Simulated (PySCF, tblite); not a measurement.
**C6H8BNO2: infrared bands, NMR shifts and electronic excitations in gas and solvents, part 1 of 2**

Aim: compute the infrared bands, NMR shifts and electronic excitations of C6H8BNO2 (`Cc1ccc(B(O)O)nc1`), and see what a dielectric continuum does where one was used.

The runs use tblite 0.8.0 and PySCF 2.14.0, with density-fitted response routines of our own; the level of theory stands in each step. All values are computed, except where a source is named. Atoms count from 0, in the outputs and in this text.

### 1 The starting structure

18 atoms, charge 0, multiplicity 1; geometry from: force field or distance geometry start.

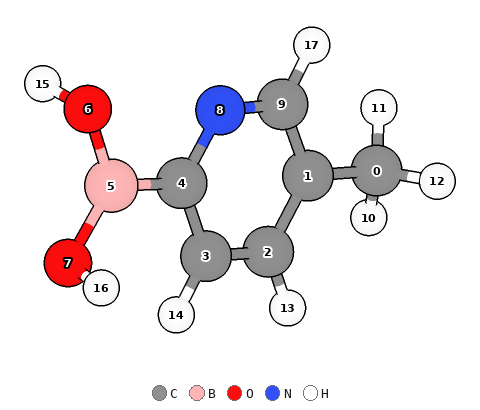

The starting geometry (carbon grey, boron pink, oxygen red, nitrogen blue, hydrogen white), atoms numbered.

### 2 Geometry optimisation with GFN2-xTB

What the job is given:

```
{"job": {"kind": "relax", "xc": "GFN2-xTB", "basis": "xTB"}, "charge": 0, "multiplicity": 1}
C     -3.105700    -0.259500     0.041000
C     -1.625400    -0.124700     0.061400
C     -0.813900    -0.891300    -0.792700
C      0.563800    -0.725300    -0.794300
C      1.144700     0.193900     0.095900
B      2.695200     0.402200     0.130900
O      3.279900     1.383000     1.049400
O      3.584600    -0.370400    -0.734200
N      0.357600     0.932400     0.910700
C     -1.004600     0.799400     0.921700
H     -3.416300    -1.291800    -0.236900
H     -3.549800    -0.032800     1.041600
H     -3.535900     0.454400    -0.693000
H     -1.270400    -1.598500    -1.480600
H      1.169200    -1.320400    -1.453400
H      3.449000     0.871400     1.897100
H      3.661700     0.172500    -1.558700
H     -1.592200     1.411800     1.582700
```

Launch:

```console
OMP_NUM_THREADS=1 python probes_run.py task.json out
```

This one command runs all jobs of the session in turn.

Standard output:

```text
step      E/eV     max force
  0    -795.39103    2.956
  1    -795.76430    1.688
  2    -795.88314    0.827
  3    -795.92686    1.015
  4    -795.96548    0.448
  5    -795.98431    0.375
  6    -795.99871    0.499
  7    -796.02420    0.731
  8    -796.06059    0.839
  9    -796.10190    1.013
 10    -796.16288    0.897
 11    -796.22562    1.120
 12    -796.27903    1.407
 13    -796.16258    3.244
 14    -796.39550    0.681
 15    -796.45185    0.691
 16    -796.54200    1.854
 17    -796.60743    0.740
 18    -796.64431    0.710
 19    -796.65653    2.864
 20    -796.77485    0.611
 21    -796.81120    0.491
 22    -796.85087    1.161
 23    -796.87325    0.310
 24    -796.89235    0.457
 25    -796.91752    0.408
 26    -796.93057    0.340
 27    -796.94164    0.248
 28    -796.95380    0.261
 29    -796.96278    0.272
 30    -796.97060    0.246
 31    -796.97731    0.212
 32    -796.98248    0.154
 33    -796.98636    0.145
 34    -796.98998    0.168
 35    -796.99418    0.223
 36    -796.99908    0.188
 37    -797.00461    0.171
 38    -797.00821    0.126
 39    -797.01092    0.112
 40    -797.01319    0.104
 41    -797.01560    0.127
 42    -797.01839    0.138
 43    -797.02146    0.121
 44    -797.02448    0.148
 45    -797.02734    0.153
 46    -797.03011    0.133
 47    -797.03291    0.145
 48    -797.03588    0.134
 49    -797.03886    0.113
 50    -797.04152    0.113
 51    -797.04355    0.112
 52    -797.04504    0.102
 53    -797.04627    0.087
 54    -797.04731    0.084
 55    -797.04804    0.057
 56    -797.04857    0.051
 57    -797.04905    0.055
 58    -797.04969    0.061
 59    -797.05052    0.063
 60    -797.05142    0.085
 61    -797.05215    0.089
 62    -797.05277    0.071
 63    -797.05338    0.072
 64    -797.05405    0.066
 65    -797.05470    0.044
 66    -797.05525    0.049
 67    -797.05573    0.052
 68    -797.05618    0.046
 69    -797.05656    0.038
 70    -797.05691    0.037
 71    -797.05730    0.051
 72    -797.05776    0.058
 73    -797.05826    0.051
 74    -797.05871    0.046
 75    -797.05911    0.050
 76    -797.05952    0.047
 77    -797.06010    0.060
 78    -797.06089    0.062
 79    -797.06186    0.080
 80    -797.06281    0.061
 81    -797.06367    0.071
 82    -797.06434    0.067
 83    -797.06495    0.054
 84    -797.06548    0.055
 85    -797.06599    0.049
 86    -797.06628    0.036
 87    -797.06647    0.023
 88    -797.06656    0.020
 89    -797.06663    0.015
 90    -797.06668    0.014
 91    -797.06671    0.013
 92    -797.06674    0.012
 93    -797.06677    0.009
```

Run time: 0.65 s. Hardware: 1 thread of Arm Neoverse V1, shared host; peak memory 0.18 GiB.

Relaxation path: (not every step is listed)

```csv
step,energy from step 0 (eV),largest force (eV/Å)
0,0.0000,2.9563
1,-0.3733,1.6884
2,-0.4921,0.8275
3,-0.5358,1.0154
4,-0.5744,0.4477
5,-0.5933,0.3752
6,-0.6077,0.4994
7,-0.6332,0.7311
8,-0.6696,0.8394
16,-1.1510,1.8538
24,-1.5013,0.4566
32,-1.5915,0.1542
40,-1.6222,0.1044
48,-1.6449,0.1337
56,-1.6575,0.0513
64,-1.6630,0.0656
72,-1.6667,0.0583
80,-1.6718,0.0606
88,-1.6755,0.0196
89,-1.6756,0.0149
90,-1.6757,0.0145
91,-1.6757,0.0130
92,-1.6757,0.0122
93,-1.6757,0.0092
```

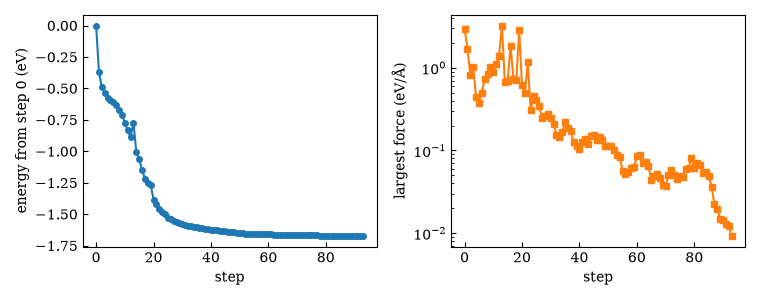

Energy and force, step by step.

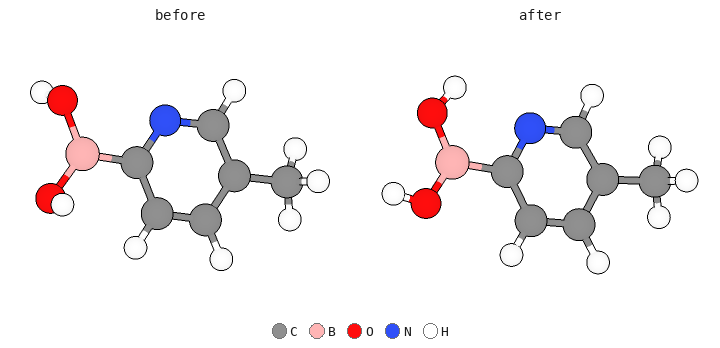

The geometry before (left) and after (right).

Close pairs (by a distance rule), those that changed most:

| bond | before (Å) | after (Å) | change (Å) |
| --- | --- | --- | --- |
| B5–O7 | 1.462 | 1.349 | -0.113 |
| B5–O6 | 1.465 | 1.356 | -0.109 |
| N8–C9 | 1.369 | 1.318 | -0.051 |
| O6–H15 | 1.004 | 0.960 | -0.045 |
| O7–H16 | 0.990 | 0.958 | -0.032 |
| C0–H11 | 1.118 | 1.087 | -0.031 |
| C0–H10 | 1.113 | 1.088 | -0.025 |
| C4–B5 | 1.565 | 1.586 | +0.021 |

The next job starts from the end point, and lists it.

### 3 Vibrational analysis with GFN2-xTB

What the job is given:

```
{"job": {"kind": "ir", "xc": "GFN2-xTB", "basis": "xTB"}, "charge": 0, "multiplicity": 1}
C     -3.090996    -0.241177     0.169648
C     -1.600779    -0.152443     0.077542
C     -0.884582    -0.853048    -0.886766
C      0.490678    -0.719430    -0.940851
C      1.139788     0.115114    -0.030907
B      2.708980     0.345450    -0.000836
O      3.245498     1.174357     0.928907
O      3.501266    -0.279892    -0.895933
N      0.445596     0.785855     0.897488
C     -0.864905     0.651938     0.943449
H     -3.433908    -1.244102    -0.076038
H     -3.433383     0.018649     1.168507
H     -3.549115     0.452288    -0.536542
H     -1.404126    -1.496369    -1.584641
H      1.078033    -1.250425    -1.672881
H      2.575023     1.552766     1.502113
H      4.431616    -0.073828    -0.794541
H     -1.363445     1.220615     1.720625
```

Standard output:

```text
mode    cm-1     km/mol
  1     -13.5      0.50
  2      63.6      2.01
  3      81.2      1.30
  4     108.7      3.71
  5     238.0      0.01
  6     281.7      8.03
  7     311.3      2.19
  8     359.1      2.24
  9     414.6      2.70
 10     427.3      0.11
 11     479.2     24.58
 12     556.8      0.01
 13     613.2      7.11
 14     615.0     59.05
 15     662.9    347.10
 16     664.0      8.36
 17     717.0      3.49
 18     814.4      0.58
 19     843.1      3.95
 20     903.4      0.54
 21     932.4      0.09
 22     955.1    138.94
 23     985.6    123.89
 24    1007.4      4.51
 25    1027.2     58.99
 26    1029.3     13.59
 27    1124.4     56.35
 28    1150.4     71.57
 29    1244.9     10.93
 30    1245.1     18.34
 31    1262.9    278.50
 32    1294.6    218.73
 33    1316.5    353.27
 34    1385.0      9.76
 35    1402.8      9.87
 36    1455.8     12.20
 37    1479.0      4.46
 38    1480.4      4.07
 39    1548.3     10.12
 40    1583.3      8.20
 41    2997.0     23.43
 42    3029.3     32.42
 43    3031.9     27.05
 44    3041.4     33.84
 45    3055.5     45.93
 46    3102.7     25.15
 47    3579.1     29.82
 48    3610.3     20.97
```

Run time: 0.64 s. Hardware: 1 thread of Arm Neoverse V1, shared host; peak memory 0.18 GiB.

Which atoms move in the most intense modes:

```
cm⁻¹  km/mol                               atoms
 615    59.0         H16 55 %, H15 24 %, O7 12 %
 663   347.1                  H15 63 %, H16 14 %
 955   138.9          H16 50 %, O7 27 %, O6 14 %
 986   123.9                  H15 66 %, H16 14 %
1150    71.6                  H13 52 %, H14 16 %
1263   278.5  B5 23 %, C4 13 %, C3 12 %, C1 11 %
1295   218.7  B5 29 %, N8 13 %, C9 12 %, C1 12 %
1316   353.3                    B5 59 %, O7 14 %
```

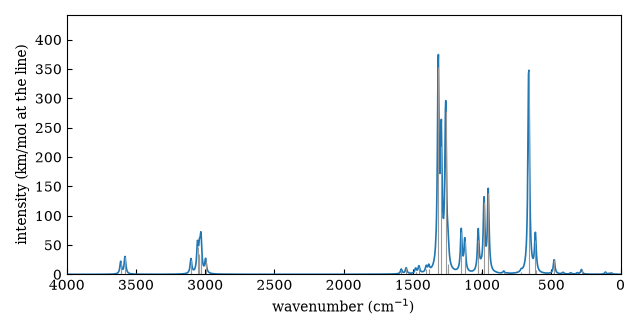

The infrared spectrum from these modes, unscaled. Lines are broadened to a width of 14 cm⁻¹ (Lorentzian).

### 4 Optimising the geometry at PBE0-D3(BJ)/def2-SVP

What the job is given:

```
{"job": {"xc": "PBE0", "basis": "def2-SVP", "d3": "d3bj", "grid": 1, "shake": 0.01, "kind": "geom"}, "charge": 0, "multiplicity": 1}
C     -3.070590    -0.266730     0.173830
C     -1.606460    -0.156970     0.075390
C     -0.904780    -0.855370    -0.895420
C      0.523910    -0.717170    -0.944380
C      1.136980     0.108430    -0.041460
B      2.705070     0.350270    -0.003220
O      3.255080     1.172360     0.929150
O      3.516720    -0.274440    -0.900990
N      0.443770     0.791260     0.916840
C     -0.867600     0.649500     0.953470
H     -3.442770    -1.247020    -0.067210
H     -3.427580     0.019560     1.175210
H     -3.577400     0.462500    -0.546140
H     -1.420810    -1.493600    -1.577640
H      1.073590    -1.261190    -1.672620
H      2.574500     1.566820     1.509590
H      4.433550    -0.062710    -0.796600
H     -1.372700     1.226460     1.726450
```

Standard output:

```text
step   0  E = -462.77408741  max force = 0.056211
step   1  E = -462.78081916  max force = 0.007380
step   2  E = -462.78079019  max force = 0.009415
step   3  E = -462.78126663  max force = 0.001465
step   4  E = -462.78125424  max force = 0.001768
step   5  E = -462.78128839  max force = 0.000513
step   6  E = -462.78129329  max force = 0.000375
optimisation converged
```

It took 1.8 min on 1 thread of Arm Neoverse V1, shared host; peak memory 0.75 GiB.

Step by step:

```
step  energy from step 0 (eV)  largest force component (eV/Å)
   0                   0.0000                          2.8905
   1                  -0.1832                          0.3795
   2                  -0.1824                          0.4841
   3                  -0.1954                          0.0753
   4                  -0.1950                          0.0909
   5                  -0.1959                          0.0264
   6                  -0.1961                          0.0193
```

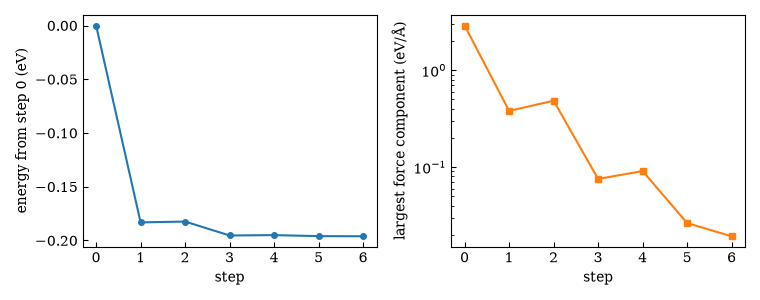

Energy and force, step by step.

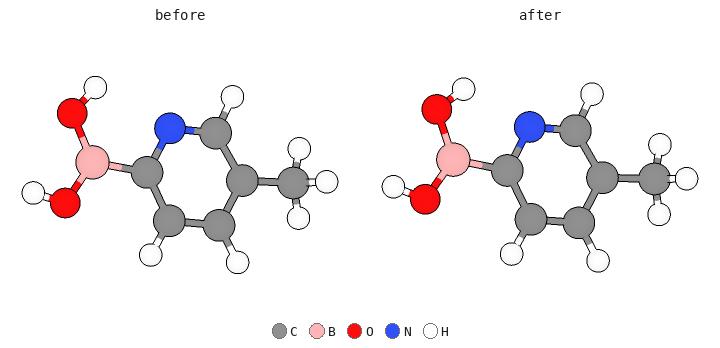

Before and after, at one scale.

Close pairs (by a distance rule), those that changed most:

```csv
bond,before (Å),after (Å),change (Å)
C2–C3,1.436,1.391,-0.045
C0–H12,1.143,1.103,-0.041
C3–H14,1.062,1.092,+0.030
C3–C4,1.368,1.397,+0.029
C2–H13,1.067,1.094,+0.027
C0–C1,1.472,1.498,+0.027
C0–H10,1.076,1.100,+0.024
C4–N8,1.366,1.346,-0.020
```

The final coordinates are the input of the step that follows.

```
                         at the end point                value
  point group (found at 0.08 Å tolerance)                   C1
rotational constants (GHz, main isotopes)  3.668, 0.770, 0.639
                        dipole moment (D)                 2.43
```

### 5 NMR shieldings: PBE0/pcSseg-1

What the job is given:

```
{"job": {"kind": "nmr", "xc": "PBE0", "basis": "pcSseg-1"}, "charge": 0, "multiplicity": 1}
C     -3.078048    -0.241560     0.200486
C     -1.586081    -0.163712     0.088378
C     -0.876796    -0.868832    -0.888453
C      0.505466    -0.736391    -0.966460
C      1.163523     0.101434    -0.062440
B      2.720099     0.365358    -0.017894
O      3.167257     1.214379     0.935655
O      3.555541    -0.236629    -0.902957
N      0.483685     0.775916     0.883549
C     -0.833331     0.644272     0.952715
H     -3.446070    -1.253721    -0.022460
H     -3.421192     0.035331     1.207627
H     -3.561883     0.446227    -0.512674
H     -1.411325    -1.521697    -1.585082
H      1.084504    -1.276373    -1.718865
H      2.376564     1.499265     1.430982
H      4.472182     0.018458    -0.752090
H     -1.342463     1.208868     1.744122
```

With the program's defaults for keys left out, this is: GIAO PBE0/pcSseg-1 NMR shielding, non-relativistic, gas phase.

Standard output:

```text
coarse grid: 15800 points
cycle   1  E = -462.8353950044  dE =  1.665e+00  |g| = 8.640e-01  |ddm| = 4.038e+00
cycle   2  E = -462.7316714581  dE =  1.037e-01  |g| = 1.174e+00  |ddm| = 1.420e+00
cycle   3  E = -462.9745964028  dE = -2.429e-01  |g| = 8.467e-02  |ddm| = 8.149e-01
cycle   4  E = -462.9760350394  dE = -1.439e-03  |g| = 3.333e-02  |ddm| = 1.152e-01
cycle   5  E = -462.9762680596  dE = -2.330e-04  |g| = 1.377e-02  |ddm| = 4.249e-02
cycle   6  E = -462.9763050908  dE = -3.703e-05  |g| = 4.856e-03  |ddm| = 1.519e-02
cycle   7  E = -462.9763105590  dE = -5.468e-06  |g| = 1.279e-03  |ddm| = 5.828e-03
final grid: 154840 points
cycle   8  E = -463.0506438239  dE = -5.264e-05  |g| = 9.167e-03  |ddm| = 3.845e-02
cycle   9  E = -463.0506329270  dE =  1.090e-05  |g| = 1.194e-02  |ddm| = 1.897e-02
cycle  10  E = -463.0506627596  dE = -2.983e-05  |g| = 1.305e-03  |ddm| = 1.024e-02
cycle  11  E = -463.0506631004  dE = -3.407e-07  |g| = 2.901e-04  |ddm| = 1.254e-03
cycle  12  E = -463.0506631111  dE = -1.068e-08  |g| = 2.020e-04  |ddm| = 4.169e-04
cycle  13  E = -463.0506631202  dE = -9.161e-09  |g| = 3.223e-05  |ddm| = 2.025e-04
cycle  14  E = -463.0506631204  dE = -1.862e-10  |g| = 1.624e-05  |ddm| = 4.303e-05
converged SCF energy = -463.0506631204

GIAO shielding tensors (ppm)
atom      isotropic    diamagn.    paramagn.     s11        s22        s33       span
  0 C      163.911     243.601     -79.690    146.687    157.714    187.332     40.645
  1 C       45.106     267.102    -221.995    -63.050     21.461    176.907    239.957
  2 C       42.876     253.198    -210.321    -67.208     28.971    166.866    234.074
  3 C       50.884     257.162    -206.278    -67.654     42.770    177.536    245.190
  4 C       25.821     257.171    -231.350    -73.474    -11.817    162.753    236.227
  5 B       74.632     198.760    -124.129     53.123     80.250     90.521     37.398
  6 O      209.280     389.345    -180.065     74.722    242.526    310.591    235.869
  7 O      234.143     384.301    -150.158    132.199    272.355    297.876    165.677
  8 N      -94.057     334.390    -428.447   -378.912   -191.247    287.988    666.899
  9 C       29.825     249.497    -219.672    -75.368     34.345    130.500    205.868
 10 H       28.966      27.624       1.342     24.155     28.218     34.526     10.371
 11 H       29.047      27.937       1.110     24.283     28.214     34.645     10.362
 12 H       28.699      26.977       1.722     25.243     26.022     34.831      9.588
 13 H       23.650      33.018      -9.368     20.031     22.737     28.183      8.151
 14 H       23.304      32.310      -9.006     19.436     21.921     28.556      9.120
 15 H       23.622      33.520      -9.897     13.510     23.255     34.102     20.592
 16 H       27.215      27.143       0.072     20.558     23.772     37.314     16.756
 17 H       22.705      32.211      -9.506     18.334     21.970     27.811      9.477
```

Run time: 33 s. Hardware: 1 thread of Arm Neoverse V1, shared host; peak memory 0.96 GiB.

The references, computed at this level on geometries of the same kind, shield at (ppm): ¹H TMS 31.27, ¹³C TMS 184.4, ¹⁵N NH3 265.7, ¹⁷O H2O 334.6, ¹¹B BF3·OEt2 100.7. Their shielding less the atom's gives the shift. The references are single molecules in the gas phase, so shifts against H2O, NH3, PH3, H3PO4 or CFCl3 are not on the usual liquid scales and can be off by tens of ppm. Atoms listed in one row are averaged.

| atoms | environment | σ (ppm) | δ (ppm) | δ scaled to CDCl3 |
| --- | --- | --- | --- | --- |
| C4 | substituted aromatic carbon next to a ring nitrogen | 25.8 | 158.6 | 153.5 |
| C9 | aromatic CH next to a ring nitrogen | 29.8 | 154.6 | 149.6 |
| C2 | aromatic CH | 42.9 | 141.5 | 136.9 |
| C1 | substituted aromatic carbon | 45.1 | 139.3 | 134.8 |
| C3 | aromatic CH | 50.9 | 133.5 | 129.1 |
| C0 | methyl carbon on an aromatic ring | 163.9 | 20.5 | 19.4 |
| H17 | hydrogen on an aromatic CH next to a ring nitrogen | 22.71 | 8.56 | 8.33 |
| H14 | hydrogen on an aromatic CH | 23.30 | 7.96 | 7.76 |
| H13 | hydrogen on an aromatic CH | 23.65 | 7.62 | 7.43 |
| H15, H16 | hydrogen on an oxygen bonded to B | 25.42 | 5.85 | – |
| H10, H11, H12 | hydrogen on a methyl carbon on an aromatic ring | 28.90 | 2.36 | 2.46 |
| B5 | boron bonded to C, 2 O | 74.6 | 26.1 | – |
| O6, O7 | oxygen bonded to B, H | 221.7 | 112.8 | – |
| N8 | pyridine-type ring nitrogen | -94.1 | 359.7 | – |

The scaled column applies a straight-line fit of computed shieldings to shifts measured in CDCl3 (root-mean-square error 0.21 ppm for H, 2.0 ppm for C).

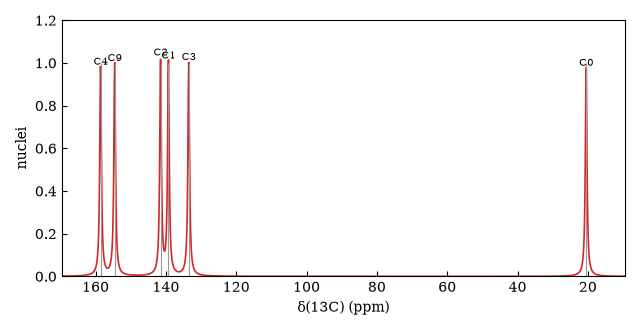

¹³C lines at the computed shifts, without couplings. Lines are broadened to a width of 0.55 ppm (Lorentzian).

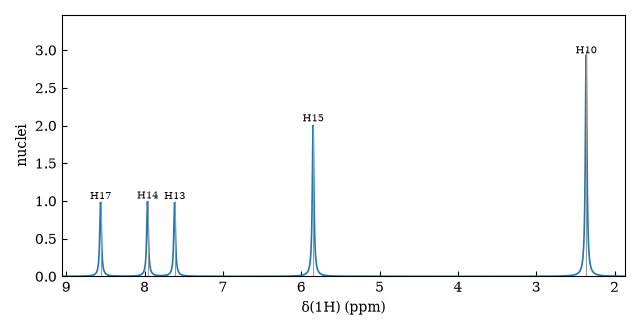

¹H lines at the computed shifts, without couplings. Lines are broadened to a width of 0.02 ppm (Lorentzian).

Charges from the same density, by scheme (e):

```
 atoms  Mulliken    IAO  Hirshfeld  ESP fit
    C0     -0.15  -0.42      -0.11    -0.60
    C1     -0.44   0.00       0.01     0.10
    C2      0.06  -0.13      -0.04    -0.03
    C3     -0.13  -0.15      -0.04    -0.47
    C4      0.00  -0.04      -0.02     0.42
    B5      0.56   0.49       0.23     0.54
O6, O7     -0.41  -0.55      -0.26    -0.69
    N8     -0.51  -0.28      -0.14    -0.62
    C9      0.23  -0.02       0.01     0.19
```

Hirshfeld charges:

C0 -0.11; C1 0.01; C2 -0.04; C3 -0.04; C4 -0.02; B5 0.23; O6 -0.27; O7 -0.26; N8 -0.14; C9 0.01; H10 0.05; H11 0.05; H12 0.05; H13 0.06; H14 0.06; H15 0.14; H16 0.18; H17 0.05

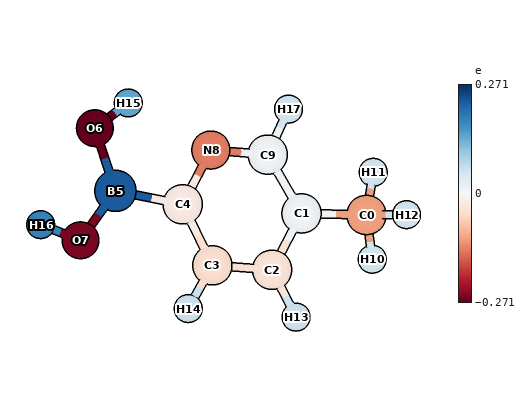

Hirshfeld charges, as colours on the atoms.

Mayer bond orders: C0–C1 1.06, C1–C2 1.39, C2–C3 1.43, C3–C4 1.39, C4–B5 0.88, B5–O6 1.29, B5–O7 1.24, C4–N8 1.32, N8–C9 1.52, C9–C1 1.36.

Ring of atoms C1, C2, C3, C4, N8, C9: NICS(0) -6.9, NICS(1) -11.1, NICS(1)zz -27.5 ppm (means of both faces).

(Continued in part 2 of 2.)
